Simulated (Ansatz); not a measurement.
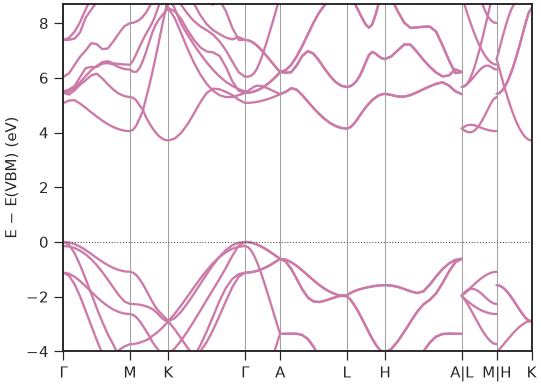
Figure: Band structure from PBE (plane waves, PAW; program Ansatz)

### Question
Read off the gap and where the band edges lie.

### Answer
About 3.7 eV (3.71 eV by a search for the band edges); maximum at Γ, minimum at K.

### Question
Pick the material that matches.
A. GaN, wurtzite
B. BeS, wurtzite
C. AlN, wurtzite
D. SiC, wurtzite

### Answer
B, BeS, wurtzite

Space group P6_3mc (wurtzite). The start of the workflow was typed in or built on a structure type; neither database checked (COD, Materials Project) lists it. COD files the formula under space group No. 216, so this cell is another polymorph or a model. Whether it is the stable phase at ambient conditions was not checked. The PBE relaxation kept the symmetry of its start; whether a distortion lowers the energy is not shown.

Potentials: the earlier of the program's two PAW sets.
